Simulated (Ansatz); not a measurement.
# BiAs (model cell, started as NiAs type): a soft mode frozen in

Aim: this structure of BiAs (model cell, started as NiAs type) is to be tested for unstable modes, and one is followed downhill.

Calculated with Ansatz 0.2.0; DFT PBE, scalar-relativistic, plane waves, PAW.

The structure was built from a prototype and need not be the compound's stable phase.

### Step 1. The structure

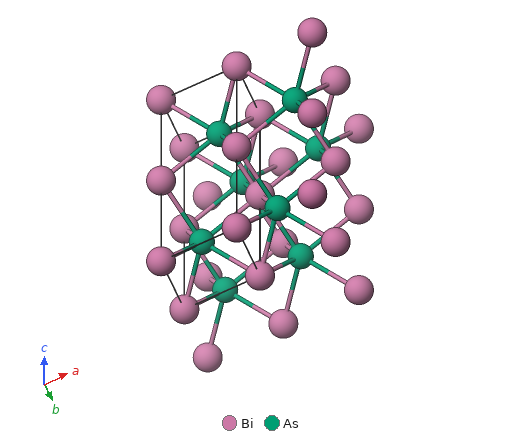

The starting structure, seen from a free direction (bismuth pink, arsenic teal). 2×2×1 cells are drawn. Bonds to atoms that aren't drawn are left out. Some periodic images of atoms are drawn too.

### Step 2. Response at finite wavevector

The cell comes from relaxations at this level that are not shown. Stability and thermal properties need the whole zone. Linear response on a 2×2×2 q mesh gives force constants as far as a supercell of that size would.

Input file input.yaml:

```yaml
crystal:
  lattice:
    - [4.1773176012, 0.0, 0.0]
    - [-2.0886588006, 3.6176631623, 0.0]
    - [0.0, 0.0, 7.4141078752]
  atoms:
    - { symbol: Bi, position: [0.0, 0.0, 0.0] }
    - { symbol: Bi, position: [0.0, 0.0, 0.5] }
    - { symbol: As, position: [0.3333333333, 0.6666666667, 0.25] }
    - { symbol: As, position: [0.6666666667, 0.3333333333, 0.75] }
kpoints:
  mp_grid: { grid: [12, 12, 6] }
hamiltonian:
  xc: pbe
scf:
  occupations: { method: methfessel_paxton, width: 0.2 }
output:
  eigenvalues: true
phonons:
  method: dfpt
  qmesh: [2, 2, 2]
  temperatures: { t_max: 1000, t_step: 50 }
  qpath:
    path:
      - [[0.0, 0.0, 0.0], [0.5, 0.0, 0.0], [0.33333333, 0.33333333, 0.0], [0.0, 0.0, 0.0], [0.0, 0.0, 0.5], [0.5, 0.0, 0.5], [0.33333333, 0.33333333, 0.5], [0.0, 0.0, 0.5]]
      - [[0.5, 0.0, 0.5], [0.5, 0.0, 0.0]]
      - [[0.33333333, 0.33333333, 0.5], [0.33333333, 0.33333333, 0.0]]
    npoints: 10
```

Launch:

```console
> ansatz run input.yaml --threads 4 --pin off --max-ram 7168MiB --backend cpu --events-out ev --progress --plain --runs-dir out
```

Numbers of over 12 decimals in the logs are rounded to 6 here.

The log of the run:

```text
Warning: phonons: the dynamical matrix that this run interpolates holds no multipole term above the dipole-dipole one, and a site of this crystal is no centre of inversion, so its interpolated transverse optical and acoustic branches and sound speeds can stay off near Gamma, and the density of states and the thermodynamics with them. What a run solves at a wave vector of phonons.qpoints, Gamma apart, where the deck admits one, is free of this, and under fd what a larger phonons.supercell samples
Engine: ansatz 0.2.0, aarch64-unknown-linux-gnu
Pseudopotentials: kind: paw
Pseudopotential: Bi, paw, valence charge 15, recommended cutoff 420 eV (normal), Bi.paw.azcp
Pseudopotential: As, paw, valence charge 15, recommended cutoff 420 eV (normal), As.paw.azcp
Functional definition: PBE
  parameter kappa = 0.804
  parameter beta = 0.066725
  exchange = pbe_x(kappa = kappa, mu = beta*pi^2/3)
  correlation = pbe_c(beta = beta)
Crystal: 4 atoms, lattice volume = 112.043 Å³
Basis set: ecut = 420 eV, 2143 PW (Γ), exchange–correlation on 60×60×100 points (8 copies of the dense FFT grid, shifted against one another)
Bands: 36, of which v1, the nominal top of the filled ones, is band 30 counted from 1 (29 counted from 0)
Symmetry: 24 space group operations
k-points: 76 of 864
Non-local potential: Bi, projectors of the file, l = 0: 2, l = 1: 2, l = 2: 2, l = 3: 2
Non-local potential: As, projectors of the file, l = 0: 2, l = 1: 2, l = 2: 3, l = 3: 1
PAW form: soft (Blöchl's): semilocal exchange-correlation on the pseudo side does not see the compensation charge
PAW one-centre angular grid: Bi, 590 points (default); XC on 64 Gauss nodes
PAW one-centre angular grid: As, 590 points (default); XC on 64 Gauss nodes
Initial density: superposition of atomic densities (neutral atoms: chi_scale 0, normalization atom), corrected by the library's trained network
Initial wavefunctions: pseudopotential atomic-orbital guess
Functional: x = pbe(κ = 0.804, μ = 0.219515), c = pbe(β = 0.066725)
SCF iter   1: F=—  HF=-34505.044584 eV  |F-HF|=—  |Δ(HF+E_count)|=         —  Δρ=1.12e-3  dr2=1.73e-3  ethr=1.77e-3  ⟨swp⟩=6.3  Hψ=10678  notcnv=0
preconditioner: auto → LDOS  [metal: Δε(μ)=0.018 eV  Ē_g=8.356 eV  σ=0.200 eV  W_gap=0.08  n_scr=34 (ndim 8)  ℏωp=15.7 eV  f_vac=0.011  D(μ)=1.78/eV (n_scr^D=4)  β→1.0]
SCF iter   2: F=—  HF=-34505.043757 eV  |F-HF|=—  |Δ(HF+E_count)|=   8.27e-4  S|Δr|=    0.00e0  Δρ=6.76e-4  dr2=4.54e-4  ethr=2.88e-6  ⟨swp⟩=2.2  Hψ=5645  notcnv=0
SCF iter   3: F=—  HF=-34505.043584 eV  |F-HF|=—  |Δ(HF+E_count)|=   1.73e-4  S|Δr|=    0.00e0  Δρ=1.08e-4  dr2=1.24e-5  ethr=7.56e-7  ⟨swp⟩=2.4  Hψ=4920  notcnv=0
SCF iter   4: F=—  HF=-34505.043577 eV  |F-HF|=—  |Δ(HF+E_count)|=   6.97e-6  S|Δr|=    0.00e0  Δρ=2.18e-5  dr2=8.75e-7  ethr=2.07e-8  ⟨swp⟩=2.0  Hψ=4951  notcnv=0
SCF iter   5: F=—  HF=-34505.043583 eV  |F-HF|=—  |Δ(HF+E_count)|=   5.19e-6  S|Δr|=    0.00e0  Δρ=7.93e-6  dr2=9.82e-8  ethr=1.46e-9  ⟨swp⟩=2.0  Hψ=4947  notcnv=0
SCF iter   6: F=—  HF=-34505.043583 eV  |F-HF|=—  |Δ(HF+E_count)|=   4.94e-8  S|Δr|=    0.00e0  Δρ=2.54e-6  dr2=6.57e-9  ethr=1.64e-10  ⟨swp⟩=2.0  Hψ=4948  notcnv=0
SCF iter   7: F=—  HF=-34505.043583 eV  |F-HF|=—  |Δ(HF+E_count)|=   3.79e-9  S|Δr|=    0.00e0  Δρ=4.76e-7  dr2=1.97e-10  ethr=1.09e-11  ⟨swp⟩=2.0  Hψ=4954  notcnv=0
SCF iter   8: F=-34505.043583 eV  HF=-34505.043583 eV  |F-HF|=7.28e-12  |Δ(HF+E_count)|=  7.28e-12  S|Δr|=    0.00e0  Δρ=5.34e-8  dr2=4.21e-12  ethr=1.00e-12  ⟨swp⟩=7.6  Hψ=15697  notcnv=0
SCF 1 converged in 8 iterations: F = -34505.043583 eV  dr2 = 4.21e-12
  greatest PAW one-centre occupation: 0.999 electrons in one spin orbital (limit 2), on the As atom at site 3 (counted from 0), in its partial waves of l = 2
Initial density: read from a saved state, or passed on in memory by an earlier SCF of this step, an earlier step, the calling program or the single point that the run made first
iter 1 solved again at ethr=1.11e-7 eV; its pass at ethr=3.10e-3 eV (dr2=6.68e-5 eV) is discarded
SCF iter   1: F=—  HF=-34505.043592 eV  |F-HF|=—  |Δ(HF+E_count)|=         —  Δρ=7.71e-7  dr2=4.03e-10  ethr=1.11e-7  ⟨swp⟩=3.2  Hψ=18175  notcnv=0
eigensolver tolerance schedule: the retry pair's looser diagonalisation over-reported the residual by 165623.72 of it (diagonalisation noise at an unbounded share of the residual, at the tolerance the schedule requests for it); recorded, not acted on — ethr = c·dr2/N_el stays at c = 1.0e-1
preconditioner: auto → LDOS  [metal: Δε(μ)=0.020 eV  Ē_g=8.356 eV  σ=0.200 eV  W_gap=0.08  n_scr=34 (ndim 8)  ℏωp=15.7 eV  f_vac=0.012  D(μ)=1.79/eV (n_scr^D=4)  β→1.0]
SCF iter   2: F=—  HF=-34505.043583 eV  |F-HF|=—  |Δ(HF+E_count)|=   9.41e-6  S|Δr|=    0.00e0  Δρ=1.19e-6  dr2=1.65e-9  ethr=1.00e-12  ⟨swp⟩=4.5  Hψ=8783  notcnv=0
SCF iter   3: F=—  HF=-34505.043583 eV  |F-HF|=—  |Δ(HF+E_count)|=   1.63e-9  S|Δr|=    0.00e0  Δρ=5.41e-7  dr2=2.04e-10  ethr=1.00e-12  ⟨swp⟩=2.0  Hψ=5021  notcnv=0
SCF iter   4: F=—  HF=-34505.043583 eV  |F-HF|=—  |Δ(HF+E_count)|=  1.38e-10  S|Δr|=    0.00e0  Δρ=3.09e-7  dr2=6.87e-11  ethr=1.00e-12  ⟨swp⟩=1.0  Hψ=2736  notcnv=0
SCF iter   5: F=—  HF=-34505.043583 eV  |F-HF|=—  |Δ(HF+E_count)|=  3.64e-11  S|Δr|=    0.00e0  Δρ=1.58e-7  dr2=1.76e-11  ethr=1.00e-12  ⟨swp⟩=1.0  Hψ=2736  notcnv=0
SCF iter   6: F=—  HF=-34505.043583 eV  |F-HF|=—  |Δ(HF+E_count)|=  1.46e-11  S|Δr|=    0.00e0  Δρ=1.15e-7  dr2=9.73e-12  ethr=1.00e-12  ⟨swp⟩=3.1  Hψ=7671  notcnv=0
SCF iter   7: F=-34505.043583 eV  HF=-34505.043583 eV  |F-HF|=7.28e-12  |Δ(HF+E_count)|=    0.00e0  S|Δr|=    0.00e0  Δρ=5.80e-8  dr2=2.38e-12  ethr=1.00e-12  ⟨swp⟩=2.0  Hψ=5329  notcnv=0
SCF 2 converged in 7 iterations: F = -34505.043583 eV  dr2 = 2.38e-12
phonons: the bands overlap, so this run is a metal and interpolates without the dipole-dipole term. If the crystal is really an insulator or semiconductor, its LO-TO splitting is missing
NSCF: frozen V_eff on 76 k-points
NSCF: frozen V_eff on 242 k-points
DFPT response loops at q = (0, 0, 0) (fractional): preconditioner auto → Kerker (q_TF=auto, 2.459 Å⁻¹) (partly filled bands, converged f_vac=0.012); β = 1.00, the filter's whole step (`scf.mixing.beta` (0.50) is not read by the response loops under this deck's `scf.mixing.preconditioner`; to damp them name `kerker` or `kerker_dos`, under which they read `scf.mixing.beta`, and type it under 1.00, their step now; both keys bind the ground state too); Broyden in place of MSR1
NSCF: frozen V_eff on 484 k-points
DFPT response loops at q = (0, 0, -0.5) (fractional): mixed as the last ones told, above
NSCF: frozen V_eff on 484 k-points
DFPT response loops at q = (0, -0.5, 0) (fractional): mixed as the last ones told, above
NSCF: frozen V_eff on 484 k-points
DFPT response loops at q = (0, -0.5, -0.5) (fractional): mixed as the last ones told, above
SCF converged after 8 iterations
Stability not checked: this state was not tested for a lower state beside it, because cold or Methfessel-Paxton smearing, or corrected tetrahedra, fill the levels in a way that the test cannot read (fill_not_monotonic; see scf.lower_state_search)
Free energy (F): -34505.043583 eV
Harris-Foulkes:  -34505.043583 eV  (|F-HF|=7.28e-12)
Internal energy: -34505.040586 eV  (E = F + TS)
E sigma→0 (E₀):  -34505.042833 eV
Entropy (-TS):   -0.002996 eV (-0.749 meV/atom)
Fermi energy:    10.095159 eV
--- Per-component energies (eV) ---
  E_band       = -674.208203
  E_kinetic    = 807.120202
  E_local      = -6490.644769  (includes V_loc(G=0)·N_el)
  E_nonlocal   = -220.099583
  E_hartree    = 2891.003301
  E_xc         = -460.966640
  E_vxc        = -446.646235  (∫ρ·V_xc dr)
  E_paw        = -24995.058689  (= ΣΔE_a)
  E_vpaw       = -105.943458  (= ΣTr[D̂ρ^β])
  E_aug_tail   = -0.000873  (compensation charges beyond the density's cutoff)
  E_ewald      = -6036.393534
  E_smearing   = -0.002996  (= −TS)
  E_closure    = 0.000000  (closes the sum)
  Σ components = -34505.043583   (vs F -34505.043583, Δ=0.00e0)
--- Band table (eV; the first three rows and the last of 76) ---
  k-point 0: bands = [... 26 lower, 8.6592, 9.7892, 9.7892, 9.7982, 10.7630, 11.5749, 11.5749, 12.5973, ... 2 higher]
  k-point 1: bands = [... 26 lower, 8.7182, 9.5443, 9.6860, 9.6860, 11.0896, 11.6436, 11.6436, 12.5148, ... 2 higher]
  k-point 2: bands = [... 26 lower, 8.8875, 9.1301, 9.4353, 9.4353, 11.7207, 11.8199, 11.8199, 12.3085, ... 2 higher]
  k-point 75: bands = [... 26 lower, 7.4656, 7.4656, 9.0113, 9.0113, 9.6561, 9.6561, 13.9091, 13.9091, ... 2 higher]
--- Phonons (Γ-DFPT): 4 representative perturbations + reference (Σ response iterations 12) ---
  ASR residual: 5.829e-5 → 0.000e0 eV/Å²; symmetrization residual: 1.760e-5 eV/Å²
  ASR residual per site (eV/Å²): 5.57e-5 5.57e-5 5.83e-5 5.83e-5
  Γ frequencies (cm⁻¹): -113.16 0.00 0.00 0.00 37.97 37.97 85.20 85.20 114.71 125.57 125.57 149.83
--- Phonons (arbitrary-q DFPT): 4 irreducible q on the 2×2×2 mesh ---
  q = [0.0000, 0.0000, 0.0000] (star 1, of the zone-centre solve; hermiticity 5.54e-6, symmetrization 1.74e-11): -113.16 -0.00 -0.00 0.00 37.97 37.97 85.20 85.20 114.71 125.57 125.57 149.83
  q = [0.0000, 0.0000, -0.5000] (star 1, 4 solved perturbations in 590 linear systems a pass and spin channel, the states on 242 of 864 k-point pairs; hermiticity 4.30e-6, symmetrization 5.17e-11): 35.70 35.70 35.70 35.70 79.96 79.96 117.25 117.25 117.25 117.25 135.87 135.87
  q = [0.0000, -0.5000, 0.0000] (star 3, 6 solved perturbations in 1242 linear systems a pass and spin channel, the states on 242 of 864 k-point pairs; hermiticity 6.63e-6, symmetrization 2.74e-13): -85.32 17.40 25.01 55.60 60.09 61.06 86.26 91.86 115.53 123.27 131.31 137.08
  q = [0.0000, -0.5000, -0.5000] (star 3, 6 solved perturbations in 1242 linear systems a pass and spin channel, the states on 242 of 864 k-point pairs; hermiticity 7.10e-6, symmetrization 1.97e-13): 45.29 45.29 50.62 50.62 70.07 70.07 112.17 112.17 113.69 113.69 130.31 130.31
  sum rule: each row above includes the acoustic sum rule's correction from the zone centre's row sums; it moved no ω² by more than (0.46 cm⁻¹)²
  mesh force constants: q→R imaginary residual 2.26e-17; ASR residual 5.829e-5 → 0.000e0 eV/Å²; symmetrization residual 4.441e-15 eV/Å²
  interpolated dispersion: 93 rows × 12 modes
  density of states and harmonic sums: on the 18×18×10 q-mesh, interpolated from the force constants of a 2×2×2 supercell (no non-analytic term)
  largest difference from the sums on the solved wave vectors: F 8.90e-2 eV, S 1.26e-4 and C_V 4.01e-5 eV/K
  zero-point energy: 0.059985 eV/cell   skipped modes (ω ≤ 0): 102, of them read as no rigid motion or as one in doubt: 99 (4.395e-1 modes/cell left out, lowest -113.16 cm⁻¹)   left out of the sums: 3.67e-2 of the cell's modes: C_V's classical limit lies that fraction below 3 k_B per atom; for a crystal, a wire or a layer, F and S can be off by more, and a phonons.interpolated_qmesh denser along its periods is the remedy for the sampling
```

Run time: 6.2 min. Hardware: 4 threads of Arm Neoverse V2, shared host; peak memory 2.6 GiB.

This step gave:

| Quantity | Value |
| --- | --- |
| volume per atom | 28.01 Å³ |
| gap on the k-mesh | 0 eV |
| sum-rule residual before enforcement | 5.83e-5 eV/Å² |
| lowest frequency on the path | -113.2 cm⁻¹ |
| point group | 6/mmm |
| highest frequency on the path or at a solved wavevector | 159.4 cm⁻¹ |
| highest optical mode at the zone centre (no LO-TO term) | 149.8 cm⁻¹ |
| lowest optical zone-centre mode | -113.2 cm⁻¹ |
| lowest mode on the q mesh (acoustic modes at Γ apart) | -113.2 cm⁻¹ |

Frequencies (cm⁻¹) solved at each irreducible wavevector; negative means imaginary. Frequencies by wavevector, by row:

| q in reciprocal lattice units | star | mode 1 | mode 2 | mode 3 | mode 4 | mode 10 | mode 11 | mode 12 |
| --- | --- | --- | --- | --- | --- | --- | --- | --- |
| 0 0 0 | 1 | -113.2 | 0 | 0 | 0 | 125.6 | 125.6 | 149.8 |
| 0 0 -0.5 | 1 | 35.7 | 35.7 | 35.7 | 35.7 | 117.2 | 135.9 | 135.9 |
| 0 -0.5 0 | 3 | -85.3 | 17.4 | 25 | 55.6 | 123.3 | 131.3 | 137.1 |
| 0 -0.5 -0.5 | 3 | 45.3 | 45.3 | 50.6 | 50.6 | 113.7 | 130.3 | 130.3 |

Interpolated from a 2×2×2 q mesh, rough between the solved points. The phonon branches at the labelled points (cm⁻¹):

| point | branch 1 | branch 2 | branch 3 | branch 4 | branch 9 | branch 10 | branch 11 | branch 12 |
| --- | --- | --- | --- | --- | --- | --- | --- | --- |
| Γ | -113 | 0 | 0 | 0 | 115 | 126 | 126 | 150 |
| M | -85 | 17 | 25 | 56 | 116 | 123 | 131 | 137 |
| K | 35 | 35 | 39 | 62 | 114 | 116 | 116 | 121 |
| Γ | -113 | 0 | 0 | 0 | 115 | 126 | 126 | 150 |
| A | 36 | 36 | 36 | 36 | 117 | 117 | 136 | 136 |
| L | 45 | 45 | 51 | 51 | 114 | 114 | 130 | 130 |
| H | 45 | 45 | 54 | 54 | 123 | 123 | 124 | 124 |
| A | 36 | 36 | 36 | 36 | 117 | 117 | 136 | 136 |
| jump to L | 45 | 45 | 51 | 51 | 114 | 114 | 130 | 130 |
| M | -85 | 17 | 25 | 56 | 116 | 123 | 131 | 137 |
| jump to H | 45 | 45 | 54 | 54 | 123 | 123 | 124 | 124 |
| K | 35 | 35 | 39 | 62 | 114 | 116 | 116 | 121 |

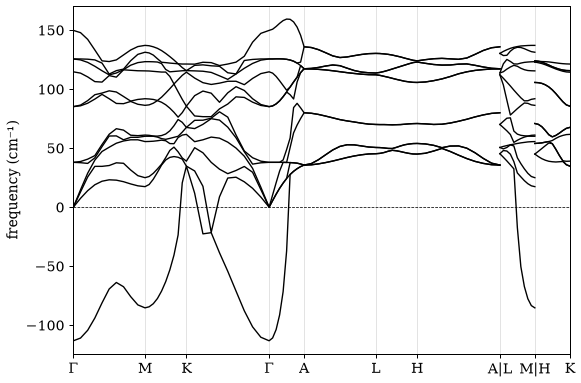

Phonon branches along the path.

Symmetry leaves 4 wavevectors to solve. The lowest mode among them, the acoustic zeros apart, lies at Γ and is imaginary, 113.2i cm⁻¹, so the energy falls along it.

### Step 3. The mode frozen in, largest atomic shift 0 Å

The mode followed lies at Γ with frequency 113.2i cm⁻¹, the softest among the wavevectors solved. At small amplitude the distorted cell has space group no. 186 by a symmetry search on the positions. The undistorted cell that holds it gives the zero of energy on the same k mesh.

input.yaml, the sections that differ from step 2:

```yaml
output:
  forces: true
  stress: true
  eigenvalues: true
# crystal, kpoints, hamiltonian, scf: as in step 2
# phonons: removed
```

The log of the run:

```text
[...]
Crystal: 4 atoms, lattice volume = 112.043 Å³
Basis set: ecut = 420 eV, 2143 PW (Γ), exchange–correlation on 60×60×100 points (8 copies of the dense FFT grid, shifted against one another)
Bands: 36, of which v1, the nominal top of the filled ones, is band 30 counted from 1 (29 counted from 0)
Symmetry: 24 space group operations
[...]
k-points: 76 of 864
[...]
k-point 0: bands = [... 26 lower, 8.6592, 9.7892, 9.7892, 9.7982, 10.7629, 11.5749, 11.5749, 12.5973, ... 2 higher]
  k-point 1: bands = [... 26 lower, 8.7182, 9.5443, 9.6860, 9.6860, 11.0896, 11.6436, 11.6436, 12.5148, ... 2 higher]
  k-point 2: bands = [... 26 lower, 8.8875, 9.1300, 9.4353, 9.4353, 11.7206, 11.8199, 11.8199, 12.3085, ... 2 higher]
  k-point 75: bands = [... 26 lower, 7.4656, 7.4656, 9.0113, 9.0113, 9.6561, 9.6561, 13.9091, 13.9091, ... 2 higher]
[key lines of the parts left out:]
SCF converged after 6 iterations
Free energy (F): -34505.043583 eV
Fermi energy:    10.095132 eV
P = ⅓ Tr σ = -0.0003 GPa (-0.003 kbar)
```

Wall time 3.4 s (4 threads); peak memory 0.55 GiB.

Numbers from this step:

```
pressure                         : -3.50e-4 GPa
energy from the undistorted cell : 0 meV/atom
```

The run ends at a pressure of 0.00 GPa.

### Step 4. The mode frozen in, largest atomic shift 0.22 Å

The atoms are moved along the unstable eigenvector, the largest shift by 0.22 Å, with the cell fixed.

input.yaml, the sections that differ from step 3:

```yaml
crystal:
  lattice:
    - [4.1773176012, 0.0, 0.0]
    - [-2.0886588006, 3.6176631623, 0.0]
    - [0.0, 0.0, 7.4141078752]
  atoms:
    - { symbol: Bi, position: [0.0, 0.0, -0.0106381287] }
    - { symbol: Bi, position: [0.0, 0.0, 0.4893618713] }
    - { symbol: As, position: [0.3333333333, 0.6666666667, 0.2796731588] }
    - { symbol: As, position: [0.6666666667, 0.3333333333, 0.7796731588] }
# kpoints, hamiltonian, scf, output: as in step 3
```

The log of the run:

```text
[...]
Crystal: 4 atoms, lattice volume = 112.043 Å³
Basis set: ecut = 420 eV, 2143 PW (Γ), exchange–correlation on 60×60×100 points (8 copies of the dense FFT grid, shifted against one another)
Bands: 36, of which v1, the nominal top of the filled ones, is band 30 counted from 1 (29 counted from 0)
Symmetry: 12 space group operations
[...]
k-point 0: bands = [... 26 lower, 8.5645, 9.4770, 9.5263, 9.5263, 11.0725, 11.7780, 11.7780, 12.5985, ... 2 higher]
  k-point 1: bands = [... 26 lower, 8.6182, 9.3344, 9.4474, 9.4474, 11.2844, 11.8205, 11.8206, 12.5252, ... 2 higher]
  k-point 2: bands = [... 26 lower, 8.7711, 9.0467, 9.2457, 9.2457, 11.7747, 11.9435, 11.9435, 12.3439, ... 2 higher]
  k-point 75: bands = [... 26 lower, 7.5529, 7.5529, 8.6308, 8.6308, 10.2600, 10.2600, 13.9206, 13.9206, ... 2 higher]
[key lines of the parts left out:]
SCF converged after 7 iterations
Free energy (F): -34505.164721 eV
Fermi energy:    10.334517 eV
P = ⅓ Tr σ = 2.1486 GPa (21.486 kbar)
```

The job ended after 5.4 s (4 threads; peak memory 0.52 GiB; 21 s of CPU time).

Numbers from this step:

```yaml
pressure: 2.149 GPa
energy_from_the_undistorted_cell: -30.91 meV/atom
```

The energy, extrapolated to zero smearing, is -30.91 meV/atom against the undistorted cell.

The run ends at a pressure of 2.15 GPa, with forces up to 0.100 eV/Å.

### Step 5. Energy along the mode, all amplitudes (two of the runs are shown above)

An imaginary frequency means negative curvature, so the energy should fall and then rise again as anharmonic terms take over.

Numbers from this step:

- depth at the lowest point sampled: 30.91 meV/atom
- largest atomic shift at that point: 0.22 Å

Energy from the parent against largest atomic shift:

| largest atomic shift (Å) | energy from the parent (meV/atom) |
| --- | --- |
| 0.000 | 0 |
| 0.040 | -1.84 |
| 0.080 | -6.97 |
| 0.140 | -18.4 |
| 0.220 | -30.9 |
| 0.320 | -19.8 |
| 0.450 | 67.7 |

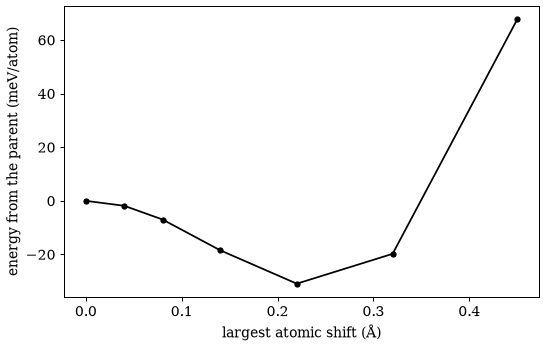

Energy from the parent, plotted against largest atomic shift.

Displacement at unit largest shift by atom:

| atom | x (Å) | y (Å) | z (Å) | size |
| --- | --- | --- | --- | --- |
| Bi1 | 0.00 | 0.00 | -0.36 | 0.36 |
| Bi2 | 0.00 | 0.00 | -0.36 | 0.36 |
| As3 | 0.00 | 0.00 | 1.00 | 1.00 |
| As4 | 0.00 | 0.00 | 1.00 | 1.00 |

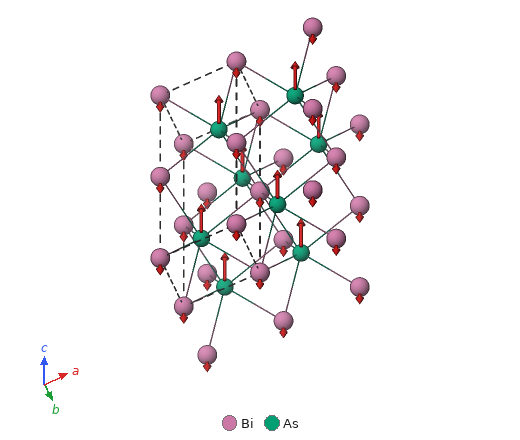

Displacement at unit largest shift as arrows, the longest 1 Å. Bonds to atoms that aren't drawn are left out. 2×2×1 cells are drawn. Some periodic images of atoms are drawn too.

The lowest of the steps tried is at 0.22 Å, 30.9 meV/atom below the parent; the bottom of the well need not coincide with a step.

[end of part 1 of 2]

[Logs are printed without paths, hosts, clocks, repeated set-up lines and the standing remarks that a program may print on its own settings, such as how far it seeks lower states.]

[Hosts, paths, dates, database ids (printed as entryN), source tags and the programs' standing remarks are cut or masked in the printed files.]
